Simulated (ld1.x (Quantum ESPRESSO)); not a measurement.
**An RRKJ potential for Al, from input to tests**

Task: generate the file, and judge it by its errors in other configurations, its logarithmic derivatives, its ghosts and its cutoff.

Program: ld1.x (Quantum ESPRESSO) 7.5. Reference atom: PBEsol, scalar-relativistic, spherical and spin-unpolarised. All values are calculated.

**1. The design**

Typed settings, in words:

```
element                        : aluminium (Al, Z = 13)
type                           : norm-conserving RRKJ (Kleinman–Bylander form)
frozen core                    : [He]
valence charge                 : 11
reference configuration        : 2s2 2p6 3s2 3p1
partial waves                  : 2s (bound): rc 0.55 bohr; 2p (bound): rc 1.10 bohr; 3d channel at -0.2 Ry: rc 1.05 bohr
occupied shells without a wave : 3p, 3s
local potential                : the d channel
core correction                : not asked for
```

**2. The generation run**

File Al.in:

```
 &input
   title='Al', zed=13., rel=1, dft='PBESOL', iswitch=3,
   config='[Ne] 3s2 3p1 3d-2',
   nld=3, rlderiv=1.20, eminld=-10.0, emaxld=5.0, deld=0.04
 /
 &inputp
   pseudotype=2, tm=.false., lloc=2,
   nlcc=.false.,
   file_pseudopw='Al.UPF', file_wfcaegen='ae.wfc', file_wfcncgen='nc.wfc', file_beta='beta', file_chi='chi'
 /
3
2S  1  0   2.00   0.00  0.55  0.55  0.0
2P  2  1   6.00   0.00  1.10  1.10  0.0
3D  3  2  -2.00  -0.20  1.05  1.05  0.0
 &test
   configts(1)='2s2 2p6 3s2 3p1'
 /
```

Started as:

```console
$ ld1.x < Al.in > Al.out
```

What the program wrote to Al.out (without the banner and most projector matrices):

```text
     Program LD1 v.7.5
     --------------------------- All-electron run ----------------------------

     Al
     scalar relativistic calculation

     atomic number is 13.00
     dft =PBESOL   lsd =0 sic =0 latt =0  beta=0.20 tr2=1.0E-14
     Exchange-correlation= PBESOL
                           (   1   4  10   8   0   0   0)
     mesh =1135 r(mesh) = 100.48924 a.u. xmin = -7.00 dx = 0.01250
     1 Ry =  13.60569312 eV, c = 137.03599908

     n l     nl                  e(Ry)          e(Ha)          e(eV)
     1 0     1S 1( 2.00)      -110.8237       -55.4118     -1507.8330
     2 0     2S 1( 2.00)        -7.9266        -3.9633      -107.8472
     2 1     2P 1( 6.00)        -5.1111        -2.5555       -69.5394
     3 0     3S 1( 2.00)        -0.5670        -0.2835        -7.7149
     3 1     3P 1( 1.00)        -0.1977        -0.0988        -2.6895

     final scf error:  3.9E-15 reached in  22 iterations

     Etot =    -484.392823 Ry,    -242.196412 Ha,   -6590.500101 eV

     Ekin =     485.151537 Ry,     242.575769 Ha,    6600.822933 eV
     Encl =   -1159.476966 Ry,    -579.738483 Ha,  -15775.487787 eV
     Eh   =     225.781606 Ry,     112.890803 Ha,    3071.915248 eV
     Exc  =     -35.849000 Ry,     -17.924500 Ha,    -487.750496 eV

     normalization and overlap integrals

     s(1S/1S) =  1.000000  <r> =   0.1204  <r2> =    0.0195  r(max) =   0.0789
     s(2S/2S) =  1.000000  <r> =   0.6270  <r2> =    0.4716  r(max) =   0.4954
     s(2P/2P) =  1.000000  <r> =   0.6039  <r2> =    0.4639  r(max) =   0.4264
     s(3S/3S) =  1.000000  <r> =   2.5469  <r2> =    7.5760  r(max) =   2.0856
     s(3P/3P) =  1.000000  <r> =   3.4340  <r2> =   14.2108  r(max) =   2.6447

     ------------------------ End of All-electron run ------------------------

     --------------------- Generating NC pseudopotential ---------------------

      Generating local pot.: lloc=2, matching radius rcloc =   1.0500

      Wfc   2S  rcut= 0.554  Estimated cut-off energy=      405.23 Ry
      This function has    0 nodes for 0 < r <    0.554

      Wfc   2P  rcut= 1.089  Estimated cut-off energy=      153.03 Ry
      This function has    0 nodes for 0 < r <    1.089

     ------------------- End of pseudopotential generation -------------------

     [... the all-electron block is printed once more ...]


     Computing logarithmic derivative in   1.19581
     Computing logarithmic derivative in   1.19581
     Computing the partial wave expansion
     R is outside the sphere for l=    0 j= 0.00
     R is outside the sphere for l=    1 j= 0.00
       no projector for channel:   2

     ---------------------- Testing the pseudopotential ----------------------

     Al
     scalar relativistic calculation

     atomic number is 13.00   valence charge is 11.00
     dft =PBESOL   lsd =0 sic =0 latt =0  beta=0.20 tr2=1.0E-14
     mesh =1135 r(mesh) = 100.48924 xmin = -7.00 dx = 0.01250

     n l     nl             e AE (Ry)        e PS (Ry)    De AE-PS (Ry)
     1 0     2S   1( 2.00)       -7.92662       -7.92662       -0.00001
     2 1     2P   1( 6.00)       -5.11105       -5.11106        0.00000
     2 0     3S   1( 2.00)       -0.56703       -0.57042        0.00339
     3 1     3P   1( 1.00)       -0.19767       -0.19082       -0.00686  !

     eps = 5.6E-15  iter = 31

     Etot =    -484.392823 Ry,    -242.196412 Ha,   -6590.500101 eV
     Etotps =  -156.965944 Ry,     -78.482972 Ha,   -2135.630467 eV

     Ekin =     101.928398 Ry,      50.964199 Ha,    1386.806498 eV
     Encl =    -329.665759 Ry,    -164.832879 Ha,   -4485.331146 eV
     Ehrt =     114.813664 Ry,      57.406832 Ha,    1562.119480 eV
     Ecxc =     -18.643432 Ry,      -9.321716 Ha,    -253.656816 eV
     Epseu=     -25.398815 Ry,     -12.699408 Ha,    -345.568484 eV

     ---------------------- End of pseudopotential test ----------------------
```

Wall time 1.7 s (1 thread of Neoverse-V2, shared host). This counts the later configuration tests of the new file too.

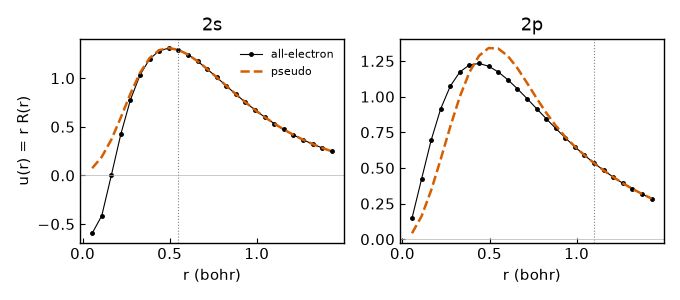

Bound waves of the atom and their pseudo partners (2s, 2p), with the matching radii dotted. The curves join 26 sampled radii.

**3. Configuration tests**

File Al.test.in:

```
 &input
   title='Al', zed=13., rel=1, dft='PBESOL', iswitch=2,
   config='[Ne] 3s2 3p1 3d-2'
 /
 &test
   file_pseudo='Al.UPF', nconf=8,
   configts(1)='2s2 2p6 3s2 3p1',
   configts(2)='2s2 2p6 3s2 3p0',
   configts(3)='2s2 2p6 3s1 3p0',
   configts(4)='2s2 2p6 3s0 3p0',
   configts(5)='2s2 2p6 3s1 3p2',
   configts(6)='2s2 2p5 3s2 3p1',
   configts(7)='2s2 2p6 3s0 3p3',
   configts(8)='2s2 2p6 3s2 3p1.3'
 /
```

Started as:

```console
$ ld1.x < Al.test.in > Al.test.out
```

Al.test.out, the pseudopotential blocks:

```text
     ---------------------- Testing the pseudopotential ----------------------

     Al
     scalar relativistic calculation

     atomic number is 13.00   valence charge is 11.00
     dft =PBESOL   lsd =0 sic =0 latt =0  beta=0.20 tr2=1.0E-14
     mesh =1135 r(mesh) = 100.48924 xmin = -7.00 dx = 0.01250

     n l     nl             e AE (Ry)        e PS (Ry)    De AE-PS (Ry)
     1 0     2S   1( 2.00)       -7.92662       -7.92662       -0.00001
     2 1     2P   1( 6.00)       -5.11105       -5.11105        0.00000
     2 0     3S   1( 2.00)       -0.56703       -0.57042        0.00339
     3 1     3P   1( 1.00)       -0.19767       -0.19082       -0.00686  !

     eps = 6.0E-15  iter = 23

     Etot =    -484.392823 Ry,    -242.196412 Ha,   -6590.500101 eV
     Etotps =  -156.965944 Ry,     -78.482972 Ha,   -2135.630458 eV

     Ekin =     101.928398 Ry,      50.964199 Ha,    1386.806509 eV
     Encl =    -329.665759 Ry,    -164.832879 Ha,   -4485.331144 eV
     Ehrt =     114.813664 Ry,      57.406832 Ha,    1562.119478 eV
     Ecxc =     -18.643432 Ry,      -9.321716 Ha,    -253.656816 eV
     Epseu=     -25.398815 Ry,     -12.699408 Ha,    -345.568485 eV

     ---------------------- End of pseudopotential test ----------------------

     ---------------------- Testing the pseudopotential ----------------------

     Al
     [...]
     n l     nl             e AE (Ry)        e PS (Ry)    De AE-PS (Ry)
     1 0     2S   1( 2.00)       -8.53923       -8.52572       -0.01351  !
     2 1     2P   1( 6.00)       -5.72444       -5.70997       -0.01447  !
     2 0     3S   1( 2.00)       -1.08588       -1.08424       -0.00164
     3 1     3P   1( 0.00)       -0.66343       -0.64806       -0.01537  !

     eps = 7.4E-15  iter = 21

     Etot =    -483.971232 Ry,    -241.985616 Ha,   -6584.764058 eV
     Etotps =  -156.555209 Ry,     -78.277605 Ha,   -2130.042132 eV
     dEtot_ae =       0.421591 Ry
     dEtot_ps =       0.410734 Ry,   Delta E=       0.010857 Ry

     [...]
     ---------------------- End of pseudopotential test ----------------------

     ---------------------- Testing the pseudopotential ----------------------

     Al
     [...]
     n l     nl             e AE (Ry)        e PS (Ry)    De AE-PS (Ry)
     1 0     2S   1( 2.00)       -9.44026       -9.43091       -0.00935  !
     2 1     2P   1( 6.00)       -6.62544       -6.61352       -0.01191  !
     2 0     3S   1( 1.00)       -1.73825       -1.73822       -0.00003
     3 1     3P   1( 0.00)       -1.25982       -1.23844       -0.02138  !

     eps = 6.7E-15  iter = 31

     Etot =    -482.562231 Ry,    -241.281115 Ha,   -6565.593628 eV
     Etotps =  -155.147094 Ry,     -77.573547 Ha,   -2110.883746 eV
     dEtot_ae =       1.830592 Ry
     dEtot_ps =       1.818850 Ry,   Delta E=       0.011742 Ry

     [...]
     ---------------------- End of pseudopotential test ----------------------

     ---------------------- Testing the pseudopotential ----------------------

     Al
     [...]
     n l     nl             e AE (Ry)        e PS (Ry)    De AE-PS (Ry)
     1 0     2S   1( 2.00)      -10.45682      -10.45467       -0.00215
     2 1     2P   1( 6.00)       -7.64164       -7.63478       -0.00687  !
     2 0     3S   1( 0.00)       -2.37832       -2.38210        0.00378
     3 1     3P   1( 0.00)       -1.83557       -1.80508       -0.03049  !

     eps = 5.7E-15  iter = 29

     Etot =    -480.492390 Ry,    -240.246195 Ha,   -6537.432000 eV
     Etotps =  -153.075715 Ry,     -76.537858 Ha,   -2082.701204 eV
     dEtot_ae =       3.900434 Ry
     dEtot_ps =       3.890228 Ry,   Delta E=       0.010205 Ry

     [...]
     ---------------------- End of pseudopotential test ----------------------

     ---------------------- Testing the pseudopotential ----------------------

     Al
     [...]
     n l     nl             e AE (Ry)        e PS (Ry)    De AE-PS (Ry)
     1 0     2S   1( 2.00)       -8.06089       -8.07706        0.01617  !
     2 1     2P   1( 6.00)       -5.24433       -5.26069        0.01636  !
     2 0     3S   1( 1.00)       -0.62700       -0.63515        0.00815  !
     3 1     3P   1( 2.00)       -0.24428       -0.23956       -0.00472

     eps = 2.3E-15  iter = 36

     Etot =    -484.016592 Ry,    -242.008296 Ha,   -6585.381214 eV
     Etotps =  -156.578131 Ry,     -78.289066 Ha,   -2130.354006 eV
     dEtot_ae =       0.376231 Ry
     dEtot_ps =       0.387812 Ry,   Delta E=      -0.011581 Ry

     [...]
     ---------------------- End of pseudopotential test ----------------------

     ---------------------- Testing the pseudopotential ----------------------

     Al
     [...]
     n l     nl             e AE (Ry)        e PS (Ry)    De AE-PS (Ry)
     1 0     2S   1( 2.00)       -9.86080       -9.85292       -0.00788  !
     2 1     2P   1( 5.00)       -7.10093       -7.02834       -0.07259  !
     2 0     3S   1( 2.00)       -1.33608       -1.34558        0.00950  !
     3 1     3P   1( 1.00)       -0.84570       -0.82092       -0.02478  !

     eps = 4.7E-15  iter = 27

     Etot =    -478.315233 Ry,    -239.157617 Ha,   -6507.810276 eV
     Etotps =  -150.919841 Ry,     -75.459921 Ha,   -2053.369046 eV
     dEtot_ae =       6.077590 Ry
     dEtot_ps =       6.046102 Ry,   Delta E=       0.031488 Ry

     [...]
     ---------------------- End of pseudopotential test ----------------------

     ---------------------- Testing the pseudopotential ----------------------

     Al
     [...]
     n l     nl             e AE (Ry)        e PS (Ry)    De AE-PS (Ry)
     1 0     2S   1( 2.00)       -8.18459       -8.21799        0.03340  !
     2 1     2P   1( 6.00)       -5.36693       -5.40080        0.03387  !
     2 0     3S   1( 0.00)       -0.67831       -0.69083        0.01251  !
     3 1     3P   1( 3.00)       -0.28420       -0.28133       -0.00287

     eps = 8.7E-15  iter = 24

     Etot =    -483.628053 Ry,    -241.814026 Ha,   -6580.094872 eV
     Etotps =  -156.175455 Ry,     -78.087727 Ha,   -2124.875310 eV
     dEtot_ae =       0.764770 Ry
     dEtot_ps =       0.790489 Ry,   Delta E=      -0.025719 Ry

     [...]
     ---------------------- End of pseudopotential test ----------------------

     ---------------------- Testing the pseudopotential ----------------------

     Al
     [...]
     n l     nl             e AE (Ry)        e PS (Ry)    De AE-PS (Ry)
     1 0     2S   1( 2.00)       -7.78541       -7.78855        0.00315
     2 1     2P   1( 6.00)       -4.96973       -4.97298        0.00326
     2 0     3S   1( 2.00)       -0.43789       -0.44293        0.00504  !
     3 1     3P   1( 1.30)       -0.08329       -0.07867       -0.00462

     eps = 8.4E-15  iter = 26

     Etot =    -484.434579 Ry,    -242.217289 Ha,   -6591.068215 eV
     Etotps =  -157.005979 Ry,     -78.502989 Ha,   -2136.175164 eV
     dEtot_ae =      -0.041756 Ry
     dEtot_ps =      -0.040035 Ry,   Delta E=      -0.001720 Ry

     [...]
     ---------------------- End of pseudopotential test ----------------------
```

Energies count from the reference configuration 2s2 2p6 3s2 3p1; the error is all-electron less pseudo. The frozen-core shift comes from a second all-electron run, not shown, with the core orbitals held at their reference shape; it is that run's ΔE less the relaxed one.

| valence configuration | charge | ΔE all-electron (eV) | error AE − PS (meV) | frozen-core shift (meV) |
| --- | --- | --- | --- | --- |
| 2s2 2p6 3s2 3p0 | +1 | 5.736 | +148 | 0.0 |
| 2s2 2p6 3s1 3p0 | +2 | 24.906 | +160 | 0.0 |
| 2s2 2p6 3s0 3p0 | +3 | 53.068 | +139 | +0.1 |
| 2s2 2p6 3s1 3p2 | 0 | 5.119 | -158 | 0.0 |
| 2s2 2p5 3s2 3p1 | +1 | 82.690 | +428 | +0.7 |
| 2s2 2p6 3s0 3p3 | 0 | 10.405 | -350 | 0.0 |
| 2s2 2p6 3s2 3p1.3 | -0.3 | -0.568 | -23 | 0.0 |

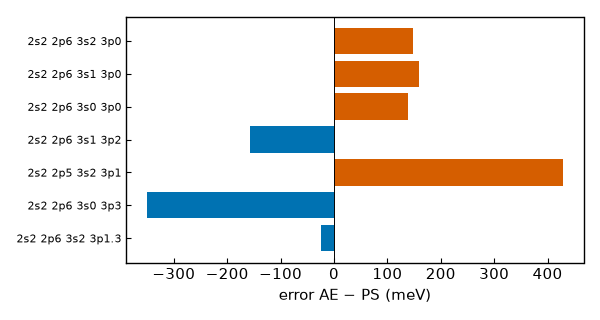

Error of the potential in each test configuration.

**4. Scattering by logarithmic derivatives**

Taken from the files of the generation run. The phase is arctan(r·u′/u) with u = r·R, unwrapped, with energies in Ry. A pole is an energy at which the radial function vanishes at the test radius. The pseudo phase is shifted by a multiple of π to meet the all-electron one at the reference energy. Levels narrower than the energy grid can be missing from the poles. The last column is the largest difference on the grid between −1 and +1 Ry.

| channel | radius (bohr) | reference (Ry) | poles AE | poles PS | window around the reference with phases within 0.05 rad (Ry) | largest difference near zero (rad) |
| --- | --- | --- | --- | --- | --- | --- |
| s | 1.20 | -7.93 | -6.91 | -6.91 | below 3.8 | 0.008 |
| p | 1.20 | -5.11 | -4.16 | -4.14 | below 2.0 | 0.028 |
| d | 1.20 | -0.20 | none | none | the whole range | 0.000 |

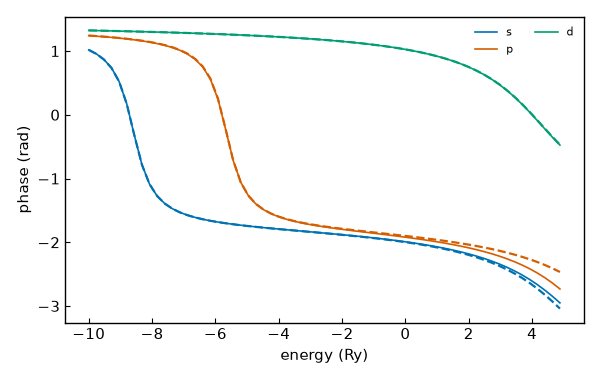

Phases by channel: all-electron solid, pseudo dashed.

**5. Cutoff and ghost test in a Bessel basis**

A separate test, outside the generator: the pseudo-atom's Hamiltonian at the reference potential is diagonalised in spherical Bessel functions j_l(qr) that vanish at 20 bohr, with q² up to the cutoff.

All-electron valence levels (Ry): 2s -7.9266, 3s -0.5670, 2p -5.1110, 3p -0.1977. The lowest levels of each channel (Ry) by cutoff; the last column sums, over occupied levels, occupation times the distance from the level at 400 Ry. A positive value at high cutoff is not a bound level.

```csv
cutoff (Ry),s #1,s #2,p #1,p #2,d #1,f #1,Σ f·Δε (mRy)
8,-5.2668,-0.3456,-0.7918,-0.0081,0.0481,0.1031,31867.8
18,-6.5384,-0.4643,-1.6044,-0.0471,0.0479,0.1031,24172.6
35,-6.6808,-0.4852,-3.0856,-0.1121,0.0479,0.1031,14893.5
55,-6.7962,-0.4904,-4.3236,-0.1609,0.0479,0.1031,7175.6
90,-7.2184,-0.5174,-5.0628,-0.1887,0.0478,0.1031,1814.0
140,-7.6559,-0.5492,-5.1105,-0.1908,0.0478,0.1031,587.2
230,-7.8940,-0.5680,-5.1111,-0.1908,0.0478,0.1031,70.0
300,-7.9231,-0.5702,-5.1111,-0.1908,0.0478,0.1031,7.4
400,-7.9265,-0.5704,-5.1111,-0.1908,0.0478,0.1031,0.0
```

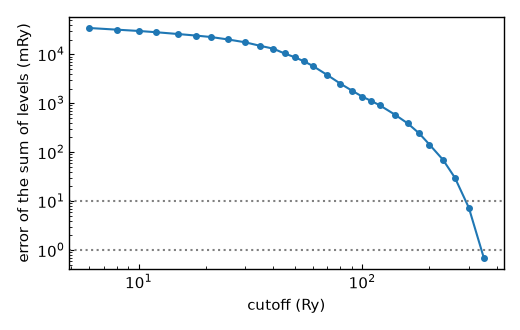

Occupation-weighted error of the valence levels against the cutoff; the dotted lines mark 10 and 1 mRy.

The sum stays within 10 mRy from 300 Ry and within 1 mRy only somewhere over 300 Ry. The sum leaves out empty levels, which can need more. Ghost test: no level below the all-electron spectrum of its channel (s, p, d, f tested).

**6. What came out**

| quantity | value |
| --- | --- |
| cutoffs for 10 and 1 mRy, occupied levels | 300 Ry and over 300 Ry |
| bound ghosts | none found |
| largest miss of a reference level | 93 meV (3p) |
| largest test error (AE − PS) | +428 meV, for 2s2 2p5 3s2 3p1 |
| largest phase difference near zero energy, channels read | 0.028 rad |

What this shows: Already in the reference configuration the 3p level is off by 93 meV; it has no partial wave or projector of its own. By total energies transferability is poor: the largest error is 428 meV on 82.7 eV, for 2s2 2p5 3s2 3p1. That test lies far up in energy; among those under 40 eV, nearer to bonding, the largest error is 350 meV. Freezing the core alone would shift it much less, so the error comes from the pseudisation. By its cutoff, 300 Ry for the looser tolerance, it is very hard. The tighter tolerance needs over 300 Ry, and converged work needs a cutoff nearer that. The slowest occupied level is 2s: taken alone it needs over 300 Ry to come within 1 mRy, against 300 Ry for 3s. No bound ghost shows below the valence levels. Near zero energy the phases of the channels with partial waves agree within 0.028 rad. All of this concerns the isolated atom, not yet a solid.
